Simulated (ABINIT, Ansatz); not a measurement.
**MoS2 (P6_3/mmc): G0W0 on several meshes in ABINIT**

Wanted: mesh dependence and cost of G0W0 for MoS2 (P6_3/mmc).

Calculated with ABINIT 10.8.3; PBEsol and many-body steps on it, plane waves.

The database entry behind the starting cell differs from later determinations by our own check (about 0.3 % long), so it need not match the best structure at ambient conditions.

### Step 1. The structure

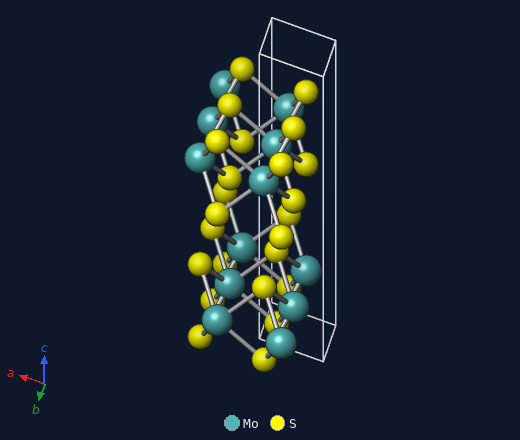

Start, viewed from a free direction; molybdenum teal, sulfur yellow. 2×3×1 cells are drawn.

The cell and positions come from the Crystallography Open Database and are kept as given unless a step says otherwise.

### Step 2. Empty states on the mesh, 3×3×1 mesh, 220 bands

This step: ABINIT 10.8.3; DFT, PBEsol, plane waves, norm-conserving pseudopotentials.

The sums over transitions need many empty states on a uniform mesh; this step solves for them.

run.abi reads:

```
acell 3*1.0 Angstrom
rprim 
  3.169000000004 -0.000000000001 0.000000000000
  -1.584500000001 2.744434504597 0.000000000000
  0.000000000000 0.000000000000 12.324000000000
ntypat 2
znucl 42 16
natom 6
typat 1 1 2 2 2 2
xred 
  0.333333333333 0.666666666667 0.250000000000
  0.666666666667 0.333333333333 0.750000000000
  0.333333333333 0.666666666667 0.623000000000
  0.666666666667 0.333333333333 0.123000000000
  0.333333333333 0.666666666667 0.877000000000
  0.666666666667 0.333333333333 0.377000000000
pp_dirpath "pseudos"
pseudos "Mo.upf, S.upf"
ecut 36
ngkpt 3 3 1
nshiftk 1
shiftk 0 0 0
kptopt 1
chksymbreak 0
iscf -2
irdden 1
istwfk *1
nband 220
nbdbuf 20
tolwfr 1e-09
nstep 60
prtvol 0
indata_prefix "in"
outdata_prefix "out"
tmpdata_prefix "tmp"
```

On the command line:

```bash
$ OMP_NUM_THREADS=1 mpirun -n 4 abinit run.abi > log
```

Numbers of over 12 decimals in the logs are rounded to 6 here.

What it wrote:

```text
.Version 10.8.3 of ABINIT. v10.8.2 released Aug 2026.

 Symmetries : space group P6_3/m m c (#194); Bravais hP (primitive hexag.)
[... echo of the input left out ...]
== DATASET  1 ==================================================================
-   mpi_nproc: 4, omp_nthreads: 1 (-1 if OMP is not activated)
-    --> not optimal distribution: autoparal keyword recommended in input file <--

--- !DatasetInfo
iteration_state: {dtset: 1, }
dimensions: {natom: 6, nkpt: 3, mband: 220, nsppol: 1, nspinor: 1, nspden: 1, mpw: 7476, }
cutoff_energies: {ecut:  36.0, pawecutdg:  -1.0, }
[...]
2.79185    2.79185    2.80180    2.80753    2.80762    2.80762    2.85115    2.85115
   2.86057    2.86823    2.87780    2.87780    2.89120    2.89557    2.89558    2.92114
   2.92131    2.93614    2.93687    2.97053
 prteigrs : prtvol=0 or 1, do not print more k-points.

== END DATASET(S) ==============================================================
================================================================================

 -outvars: echo values of variables after computation  --------
            nband         220
             nkpt           3
          spgroup         194
 [... the other variables as echoed above ...]

 Calculation completed.
```

Run time: 74 s. Hardware: 4 MPI ranks of Arm Neoverse V2, shared host; peak memory 0.44 GiB; 4.9 min of CPU time.

Numbers from this step:

```
gap                                                           : 1.037 eV
k of the valence top                                          : 0, 0, 0
k of the conduction bottom                                    : 0.3333, 0.3333, 0
least direct gap                                              : 1.652 eV
k points computed                                             : 3
lowest point of the top converged band, above the valence top : 67.2012 eV
```

On this mesh the gap is 1.037 eV.

The density comes from a self-consistent run that is not shown.

### Step 3. Screening, 3×3×1 mesh, 97 bands, screening to 114.3 eV

The RPA dielectric matrix is built and inverted for each q.

This step: RPA screening on PBEsol, plane waves, norm-conserving pseudopotentials.

run.abi, as its differences from that of step 2:

```diff
@@ -24,10 +24,11 @@
 chksymbreak 0
-iscf -2
-irdden 1
 istwfk *1
-nband 220
-nbdbuf 20
-tolwfr 1e-09
-nstep 60
-prtvol 0
+occopt 1
+irdwfk 1
+optdriver 3
+nband 97
+ecuteps 4.2
+inclvkb 2
+awtr 1
+symchi 1
 indata_prefix "in"
```

What it wrote:

```text
.Version 10.8.3 of ABINIT. v10.8.2 released Aug 2026.

 Symmetries : space group P6_3/m m c (#194); Bravais hP (primitive hexag.)
[... echo of the input left out ...]
== DATASET  1 ==================================================================
-   mpi_nproc: 4, omp_nthreads: 1 (-1 if OMP is not activated)

--- !DatasetInfo
iteration_state: {dtset: 1, }
dimensions: {natom: 6, nkpt: 3, mband: 97, nsppol: 1, nspinor: 1, nspden: 1, mpw: 7476, }
cutoff_energies: {ecut:  36.0, pawecutdg:  -1.0, }
electrons: {nelect:   5.20000000E+01, charge:   0.00000000E+00, occopt:   1.00000000E+00, tsmear:   1.00000000E-02, }

 SCREENING: Calculation of the susceptibility and dielectric matrices

 Based on a program developped by R.W. Godby, V. Olevano, G. Onida, and L. Reining.
 Incorporated in ABINIT by V. Olevano, G.-M. Rignanese, and M. Torrent.
.Using double precision arithmetic ; gwpc =  8

[... cell and pseudopotentials left out ...]
--------------------------------------------------------------------------------

 ==== K-mesh for the wavefunctions ====
 Number of points in the irreducible wedge :     3
[... list of points left out ...]
 Together with 24 symmetry operations and time-reversal symmetry
 yields     9 points in the full Brillouin Zone.

 ==== Q-mesh for the screening function ====
 Number of points in the irreducible wedge :     3
[... list of points left out ...]
 Together with 24 symmetry operations and time-reversal symmetry
 yields     9 points in the full Brillouin Zone.

 setmesh: FFT mesh size selected  =    20x   20x   90
          total number of points  =        36000

 vcoul_init : cutoff-mode = AUXILIARY_FUNCTION
 q-points for optical limit:   1
     1)      0.000010    0.000020    0.000030

- screening: taking advantage of time-reversal symmetry
- Maximum band index for partially occupied states nbvw = 26
- Remaining bands to be divided among processors   nbcw = 71
- Number of bands treated by each node ~17

 Number of electrons calculated from density =   52.0000; Expected =   52.0000
 average of density, n =  0.071892
 r_s =    1.4919
 omega_plasma =   25.8640 [eV]

 calculating chi0 at frequencies [eV] :
  1    0.000000E+00    0.000000E+00
  2    0.000000E+00    2.586399E+01

--------------------------------------------------------------------------------
  q-point number  1        q = ( 0.000000, 0.000000, 0.000000) [r.l.u.]
--------------------------------------------------------------------------------
[... chi0 elements left out ...]
 For q-point:  0.000010 0.000020 0.000030
  dielectric constant =  17.4533
  dielectric constant without local fields =  19.6388

  Average fulfillment of the sum rule on Im[epsilon] for q-point    1 :     67.33  [%]
[... wings left out ...]
  q-point number  2        q = ( 0.333333, 0.000000, 0.000000) [r.l.u.]
--------------------------------------------------------------------------------
[... chi0 elements left out ...]
  Average fulfillment of the sum rule on Im[epsilon] for q-point    2 :     62.28  [%]

 [... 1 further q-points ...]
```

Run time: 18 s. Hardware: 4 MPI ranks; peak memory 0.85 GiB; 72 s of CPU time.

Numbers from this step:

| Property | Result |
| --- | --- |
| ε∞ with local fields, on this mesh, along the program's q direction | 17.45 |
| the same without local fields | 19.64 |
| plasma frequency | 25.86 eV |
| plane waves in the screening matrix | 291 |

Local fields lower ε∞ by 11 %. On a Γ-centred mesh this coarse the value itself is usually too large, while a short band sum pulls it down.

### Step 4. 3×3×1

The self-energy is evaluated for the states that the input lists, and the levels follow from it, in one-shot runs by the linearised quasiparticle equation.

This step: G0W0 on PBEsol, plane waves, norm-conserving pseudopotentials.

run.abi, as its differences from that of step 3:

```diff
@@ -27,8 +27,17 @@
 irdwfk 1
-optdriver 3
+optdriver 4
 nband 97
+gwcalctyp 0
+ecutsigx 36
+symsigma 1
+nkptgw 2
+kptgw 
+  0.0000000000 0.0000000000 0.0000000000
+  0.3333333333 0.3333333333 0.0000000000
+bdgw 
+  25 28
+  25 28
 ecuteps 4.2
-inclvkb 2
-awtr 1
-symchi 1
+irdscr 1
+ppmodel 1
 indata_prefix "in"
```

What it wrote:

```text
.Version 10.8.3 of ABINIT. v10.8.2 released Aug 2026.

 Symmetries : space group P6_3/m m c (#194); Bravais hP (primitive hexag.)
[... echo of the input left out ...]
== DATASET  1 ==================================================================
-   mpi_nproc: 4, omp_nthreads: 1 (-1 if OMP is not activated)

--- !DatasetInfo
iteration_state: {dtset: 1, }
dimensions: {natom: 6, nkpt: 3, mband: 97, nsppol: 1, nspinor: 1, nspden: 1, mpw: 7476, }
cutoff_energies: {ecut:  36.0, pawecutdg:  -1.0, }
electrons: {nelect:   5.20000000E+01, charge:   0.00000000E+00, occopt:   1.00000000E+00, tsmear:   1.00000000E-02, }

 SIGMA: Calculation of the GW corrections

 Based on a program developped by R.W. Godby, V. Olevano, G. Onida, and L. Reining.
 Incorporated in ABINIT by V. Olevano, G.-M. Rignanese, and M. Torrent.
.Using double precision arithmetic ; gwpc =  8

[... cell and pseudopotentials left out ...]
--------------------------------------------------------------------------------

 ==== K-mesh for the wavefunctions ====
 Number of points in the irreducible wedge :     3
[... list of points left out ...]
 Together with 24 symmetry operations and time-reversal symmetry
 yields     9 points in the full Brillouin Zone.

 ==== Q-mesh for screening function ====
 Number of points in the irreducible wedge :     3
[... list of points left out ...]
 Together with 24 symmetry operations and time-reversal symmetry
 yields     9 points in the full Brillouin Zone.

 vcoul_init : cutoff-mode = AUXILIARY_FUNCTION
 q-points for optical limit:   1
     1)      0.000010    0.000020    0.000030
 setmesh: FFT mesh size selected  =    32x   32x  128
          total number of points  =       131072

 Number of electrons calculated from density =   52.0000; Expected =   52.0000
 average of density, n =  0.071892
 r_s =    1.4919
 omega_plasma =   25.8640 [eV]

 === KS Band Gaps ===
  >>>> For spin  1
   Minimum direct gap =   1.6518 [eV], located at k-point      :   0.3333  0.3333  0.0000
   Fundamental gap    =   1.0368 [eV], Top of valence bands at :   0.0000  0.0000  0.0000
                                       Bottom of conduction at :   0.3333  0.3333  0.0000
 SIGMA fundamental parameters:
 PLASMON POLE MODEL  1
 number of plane-waves for SigmaX                 7437
 number of plane-waves for SigmaC and W            291
 number of plane-waves for wavefunctions          7437
 number of bands                                    97
 number of independent spin polarizations            1
 number of spinorial components                      1
 number of k-points in IBZ                           3
 number of q-points in IBZ                           3
 number of symmetry operations                      24
 number of k-points in BZ                            9
 number of q-points in BZ                            9
 number of frequencies for dSigma/dE                 9
 frequency step for dSigma/dE [eV]                0.25
 number of omega for Sigma on real axis              0
 max omega for Sigma on real axis  [eV]           0.00
 zcut for avoiding poles [eV]                     0.10

 EPSILON^-1 parameters (SCR file):
 dimension of the eps^-1 matrix on file            291
 dimension of the eps^-1 matrix used               291
 number of plane-waves for wavefunctions          7437
 number of bands                                    97
 number of q-points in IBZ                           3
 number of frequencies                               2
 number of real frequencies                          1
 number of imag frequencies                          1

 matrix elements of self-energy operator (all in [eV])

 Perturbative Calculation

--- !SelfEnergy_ee
iteration_state: {dtset: 1, }
kpoint     : [   0.000,    0.000,    0.000, ]
spin       : 1
KS_gap     :    2.094
QP_gap     :    2.556
Delta_QP_KS:    0.462
data: !SigmaeeData |
     Band     E0 <VxcDFT>   SigX SigC(E0)      Z dSigC/dE  Sig(E)    E-E0       E
       25   7.228 -13.594 -16.570   2.831   0.778  -0.286 -13.706  -0.113   7.115
       26   8.399 -16.270 -17.350   1.642   0.775  -0.290 -15.835   0.436   8.834
       27  10.493 -15.558 -10.907  -3.499   0.779  -0.284 -14.661   0.897  11.390
       28  10.493 -15.558 -10.907  -3.499   0.779  -0.284 -14.661   0.897  11.390

--- !SelfEnergy_ee
iteration_state: {dtset: 1, }
kpoint     : [   0.333,    0.333,    0.000, ]
spin       : 1
KS_gap     :    1.652
QP_gap     :    2.307
Delta_QP_KS:    0.655
data: !SigmaeeData |
     Band     E0 <VxcDFT>   SigX SigC(E0)      Z dSigC/dE  Sig(E)    E-E0       E
       25   7.612 -16.134 -17.417   1.880   0.777  -0.287 -15.670   0.464   8.076
       26   7.784 -16.488 -17.740   1.882   0.776  -0.289 -16.000   0.488   8.272
       27   9.435 -17.535 -12.657  -3.401   0.774  -0.291 -16.391   1.144  10.579
       28   9.435 -17.535 -12.657  -3.401   0.774  -0.291 -16.391   1.144  10.579

== END DATASET(S) ==============================================================
================================================================================

 -outvars: echo values of variables after computation  --------
           etotal      0.0000000000E+00
            nband          97
             nkpt           3
          spgroup         194
 [... the other variables as echoed above ...]

 Calculation completed.
```

The job ended after 7.2 s (4 MPI ranks; peak memory 0.66 GiB; 28 s of CPU time).

Numbers from this step:

```yaml
g0w0_gap_on_the_points_computed: 1.745 eV
starting_gap_on_the_mesh: 1.037 eV
k_of_the_valence_top: 0, 0, 0
k_of_the_conduction_bottom: 0.3333, 0.3333, 0
z_at_the_valence_top: 0.775
z_at_the_conduction_bottom: 0.774
least_direct_g0w0_gap_on_the_computed_points: 2.307 eV
```

The gap on the mesh goes from 1.04 eV to 1.75 eV, a correction of +0.71 eV.

### Step 5. Empty states on the mesh, 6×6×2 mesh, 105 bands

This step: DFT, PBEsol, plane waves, norm-conserving pseudopotentials.

run.abi, as its differences from that of step 4:

```diff
@@ -19,3 +19,3 @@
 ecut 36
-ngkpt 3 3 1
+ngkpt 6 6 2
 nshiftk 1
@@ -24,20 +24,10 @@
 chksymbreak 0
+iscf -2
+irdden 1
 istwfk *1
-occopt 1
-irdwfk 1
-optdriver 4
-nband 97
-gwcalctyp 0
-ecutsigx 36
-symsigma 1
-nkptgw 2
-kptgw 
-  0.0000000000 0.0000000000 0.0000000000
-  0.3333333333 0.3333333333 0.0000000000
-bdgw 
-  25 28
-  25 28
-ecuteps 4.2
-irdscr 1
-ppmodel 1
+nband 105
+nbdbuf 8
+tolwfr 1e-09
+nstep 60
+prtvol 0
 indata_prefix "in"
```

What it wrote:

```text
.Version 10.8.3 of ABINIT. v10.8.2 released Aug 2026.

 Symmetries : space group P6_3/m m c (#194); Bravais hP (primitive hexag.)
[... echo of the input left out ...]
== DATASET  1 ==================================================================
-   mpi_nproc: 4, omp_nthreads: 1 (-1 if OMP is not activated)

--- !DatasetInfo
iteration_state: {dtset: 1, }
dimensions: {natom: 6, nkpt: 14, mband: 105, nsppol: 1, nspinor: 1, nspden: 1, mpw: 7490, }
cutoff_energies: {ecut:  36.0, pawecutdg:  -1.0, }
[...]
1.45184    1.45184    1.49152    1.49152    1.56149    1.57796    1.57796    1.58029
   1.58029    1.58402    1.59023    1.60899    1.60899    1.61293    1.61293    1.65320
   1.65496
 prteigrs : prtvol=0 or 1, do not print more k-points.

== END DATASET(S) ==============================================================
================================================================================

 -outvars: echo values of variables after computation  --------
            nband         105
             nkpt          14
          spgroup         194
 [... the other variables as echoed above ...]

 Calculation completed.
```

Wall time 92 s (4 MPI ranks); peak memory 0.51 GiB.

Numbers from this step:

- gap: 0.8460 eV
- k of the valence top: 0, 0, 0
- k of the conduction bottom: 0.1667, 0.1667, 0
- least direct gap: 1.652 eV
- k points computed: 14
- lowest point of the top converged band, above the valence top: 32.87 eV

On this mesh the gap is 0.846 eV.

### Step 6. Screening, 6×6×2 mesh, 97 bands, screening to 114.3 eV

This step: RPA screening on PBEsol, plane waves, norm-conserving pseudopotentials.

run.abi, as its differences from that of step 5:

```diff
@@ -24,10 +24,11 @@
 chksymbreak 0
-iscf -2
-irdden 1
 istwfk *1
-nband 105
-nbdbuf 8
-tolwfr 1e-09
-nstep 60
-prtvol 0
+occopt 1
+irdwfk 1
+optdriver 3
+nband 97
+ecuteps 4.2
+inclvkb 2
+awtr 1
+symchi 1
 indata_prefix "in"
```

What it wrote:

```text
.Version 10.8.3 of ABINIT. v10.8.2 released Aug 2026.

 Symmetries : space group P6_3/m m c (#194); Bravais hP (primitive hexag.)
[... echo of the input left out ...]
== DATASET  1 ==================================================================
-   mpi_nproc: 4, omp_nthreads: 1 (-1 if OMP is not activated)

--- !DatasetInfo
iteration_state: {dtset: 1, }
dimensions: {natom: 6, nkpt: 14, mband: 97, nsppol: 1, nspinor: 1, nspden: 1, mpw: 7490, }
cutoff_energies: {ecut:  36.0, pawecutdg:  -1.0, }
electrons: {nelect:   5.20000000E+01, charge:   0.00000000E+00, occopt:   1.00000000E+00, tsmear:   1.00000000E-02, }

 SCREENING: Calculation of the susceptibility and dielectric matrices

 Based on a program developped by R.W. Godby, V. Olevano, G. Onida, and L. Reining.
 Incorporated in ABINIT by V. Olevano, G.-M. Rignanese, and M. Torrent.
.Using double precision arithmetic ; gwpc =  8

[... cell and pseudopotentials left out ...]
--------------------------------------------------------------------------------

 ==== K-mesh for the wavefunctions ====
 Number of points in the irreducible wedge :    14
[... list of points left out ...]
 Together with 24 symmetry operations and time-reversal symmetry
 yields    72 points in the full Brillouin Zone.

 ==== Q-mesh for the screening function ====
 Number of points in the irreducible wedge :    14
[... list of points left out ...]
 Together with 24 symmetry operations and time-reversal symmetry
 yields    72 points in the full Brillouin Zone.

 setmesh: FFT mesh size selected  =    20x   20x   90
          total number of points  =        36000

 vcoul_init : cutoff-mode = AUXILIARY_FUNCTION
 q-points for optical limit:   1
     1)      0.000010    0.000020    0.000030

- screening: taking advantage of time-reversal symmetry
- Maximum band index for partially occupied states nbvw = 26
- Remaining bands to be divided among processors   nbcw = 71
- Number of bands treated by each node ~17

 Number of electrons calculated from density =   52.0000; Expected =   52.0000
 average of density, n =  0.071892
 r_s =    1.4919
 omega_plasma =   25.8640 [eV]

 calculating chi0 at frequencies [eV] :
  1    0.000000E+00    0.000000E+00
  2    0.000000E+00    2.586399E+01

--------------------------------------------------------------------------------
  q-point number  1        q = ( 0.000000, 0.000000, 0.000000) [r.l.u.]
--------------------------------------------------------------------------------
[... chi0 elements left out ...]
 For q-point:  0.000010 0.000020 0.000030
  dielectric constant =  14.6387
  dielectric constant without local fields =  16.3626

  Average fulfillment of the sum rule on Im[epsilon] for q-point    1 :     67.56  [%]
[... wings left out ...]
  q-point number  2        q = ( 0.166667, 0.000000, 0.000000) [r.l.u.]
--------------------------------------------------------------------------------
[... chi0 elements left out ...]
  Average fulfillment of the sum rule on Im[epsilon] for q-point    2 :     71.39  [%]

 [... 12 further q-points ...]
```

It took 3.2 min on 4 MPI ranks; peak memory 2.1 GiB; 13 min of CPU time.

Numbers from this step:

- ε∞ with local fields, on this mesh, along the program's q direction: 14.64
- the same without local fields: 16.36
- plasma frequency: 25.86 eV
- plane waves in the screening matrix: 291

[end of part 1 of 2]

[Paths, hosts, dates, memory and timing lines, banners, echoed tables and standing remarks are left out of the program output.]

[Logs are printed without paths, hosts, clocks, repeated set-up lines and the standing remarks that a program may print on its own settings, such as how far it seeks lower states.]

[Runs of the session that timed out or met a known fault of the program may be left out.]

[Hosts, paths, dates, database ids (printed as entryN), source tags and the programs' standing remarks are cut or masked in the printed files.]

[G0W0 gaps are taken among the corrected bands and points alone; a level outside them can change the order at an edge.]

[Where Ansatz stands beside ABINIT at settings called matched, ABINIT's density can come from a denser mesh and the files from another edition; pairs whose starting gaps differed by over 0.03 eV were left out, so agreement reads better than it is.]
